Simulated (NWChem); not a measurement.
**BHOF2 (difluorohydroxyborane) at HF/STO-3G**

What is the vertical singlet–triplet gap of BHOF2 (difluorohydroxyborane) at HF/STO-3G? 

Program for the calculation: NWChem 7.3.0.

7 further runs of the same task are left out: 1 that didn't finish, 6 set aside as unsound or not needed. Runs told in other sessions of the task aren't counted.

## 1. The molecule

The species is BHOF2 (5 atoms), meant as a singlet with charge 0. SMILES: `OB(F)F`. The coordinates come from a PBE0-D4/def2-TZVP relaxation.

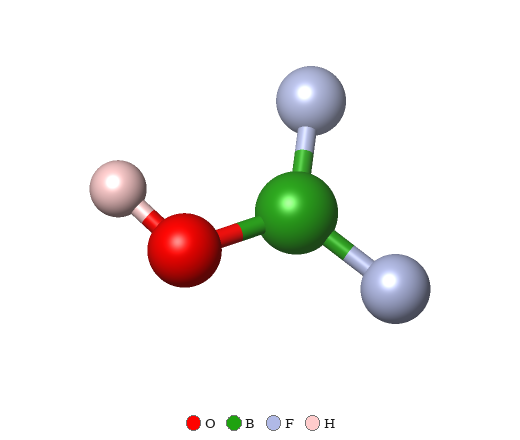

Viewed from a chosen angle; oxygen red, boron green, fluorine light blue, hydrogen pink.

## 2. Energy and forces at HF/STO-3G

run.py

```python
from ase import Atoms
from ase.calculators.nwchem import NWChem

mol = Atoms('OBFFH', positions=[
    [0.038630, 1.000750, 0.174310],
    [0.105760, -0.342460, 0.137210],
    [0.731030, -0.986880, 1.100700],
    [-0.439530, -1.051930, -0.843330],
    [-0.435890, 1.380520, -0.568880],
])

calc = NWChem(
    label='bf2ho',
    theory='scf',
    memory='2200 mb',
    basis='STO-3G',
    basispar='spherical bse',
    scf={'nopen': '0', 'rhf': None, 'thresh': '1e-08', 'maxiter': '80'},
)
mol.calc = calc

forces = mol.get_forces()
e = mol.get_potential_energy()
print(f"E = {e:.6f} eV")
print("forces (eV/A):")
for s, f in zip(mol.symbols, forces):
    print(f"{s:2s} {f[0]:10.5f} {f[1]:10.5f} {f[2]:10.5f}")
print("dipole (e A):", mol.get_dipole_moment().round(4))
```

Launch:

```sh
$ export ASE_NWCHEM_COMMAND="nwchem PREFIX.nwi > PREFIX.nwo"
$ python run.py
```

Standard output:

```text
E = -8028.357627 eV
forces (eV/A):
O     0.73189   -0.04757    1.20580
B    -0.09169   -1.02201   -0.26462
F    -0.15895    0.29599   -0.23037
F     0.20085    0.40315    0.37692
H    -0.68211    0.37044   -1.08778
dipole (e A): [-0.1555  0.1588 -0.2397]
```

The calculator wrote bf2ho.nwi:

```
title "bf2ho"

permanent_dir bf2ho

scratch_dir bf2ho

start bf2ho

geometry units angstrom nocenter noautosym noautoz
  O  3.8629999999999998e-02 1.0007500000000000e+00 1.7430999999999999e-01
  B  1.0576000000000001e-01 -3.4245999999999999e-01 1.3721000000000000e-01
  F  7.3102999999999996e-01 -9.8687999999999998e-01 1.1007000000000000e+00
  F  -4.3952999999999998e-01 -1.0519300000000000e+00 -8.4333000000000002e-01
  H  -4.3589000000000000e-01 1.3805200000000000e+00 -5.6888000000000005e-01
end

memory 2200 mb

basis spherical bse noprint
   * library STO-3G
end

scf
  nopen 0
  rhf
  thresh 1e-08
  maxiter 80
end

task scf gradient
```

bf2ho.nwo, cut to the lines that bear on the results:

```text
[...]
         Total SCF energy =   -295.036703379924
      One-electron energy =   -637.988466749621
      Two-electron energy =    230.226156487421
 Nuclear repulsion energy =    112.725606882276
[... 3 lines left out ...]
             Final eigenvalues
[... 25 lines left out ...]
                       ROHF Final Molecular Orbital Analysis
[...]
  wavefunction    =   RHF
                         RHF ENERGY GRADIENTS
    atom               coordinates                        gradient
                 x          y          z           x          y          z
   1 O       0.073000   1.891143   0.329398   -0.014233   0.000925  -0.023449
   2 B       0.199857  -0.647156   0.259289    0.001783   0.019875   0.005146
   3 F       1.381446  -1.864933   2.080021    0.003091  -0.005756   0.004480
   4 F      -0.830591  -1.987859  -1.593663   -0.003906  -0.007840  -0.007330
   5 H      -0.823713   2.608805  -1.075027    0.013265  -0.007204   0.021154
[...]
```

It took 1.7 s on 1 thread of Intel Xeon at 2.60GHz (Ice Lake), shared host; peak memory 0.099 GiB.

## 3. The triplet: a single-point energy at UHF/STO-3G

work.xyz

```xyz
5

O      0.038630     1.000750     0.174310
B      0.105760    -0.342460     0.137210
F      0.731030    -0.986880     1.100700
F     -0.439530    -1.051930    -0.843330
H     -0.435890     1.380520    -0.568880
```

work.nw

```
start work
memory 2200 mb
charge 0

geometry units angstrom noautosym nocenter noautoz
   load work.xyz
end

basis "ao basis" spherical bse
   * library STO-3G
end

scf
   triplet
   uhf
   thresh 1e-08
   maxiter 80
end

task scf energy
```

Launch:

```sh
$ nwchem work.nw > work.out
```

Standard output:

```text
[...]
  functions       =    21
[...]
  wavefunction    = UHF
[...]
         Total SCF energy =   -294.707242237958
      One electron energy =   -638.163782383931
      Two electron energy =    230.730933263697
 Nuclear repulsion energy =    112.725606882276
                       Sz =      1.0000
                 Sz(Sz+1) =      2.0000
                      S^2 =      2.0092
[...]
```

It took 1.2 s on 1 thread of Intel Xeon at 2.60GHz (Ice Lake), shared host; peak memory 0.099 GiB.

## 4. What came out

Level: HF/STO-3G.

| quantity | value |
| --- | --- |
| singlet: total energy | -295.03670 Eh |
| singlet: dipole moment | 1.57 D |
| singlet: HOMO energy | -11.30 eV |
| singlet: LUMO energy | 9.89 eV |
| singlet: HOMO–LUMO gap | 21.19 eV |
| singlet: largest force on an atom | 1.411 eV/Å |
| triplet: total energy | -294.70724 Eh |
| triplet: dipole moment | 5.43 D |
| triplet: HOMO energy (highest over α and β) | -0.68 eV |
| triplet: LUMO energy (lowest over α and β) | 2.23 eV |
| triplet: ⟨S²⟩ | 2.009 |
| vertical energy of the triplet above the singlet | 8.965 eV |

What this shows: At this shape the triplet lies 8.97 eV (207 kcal/mol) above the singlet. The largest force (singlet) is 1.41 eV/Å: the shape isn't a stationary point for this species at this level. In a minimal basis such a difference can be off by several eV, whatever the method. Mulliken charges (singlet) run from -0.39 on O1 to +0.62 on B2.
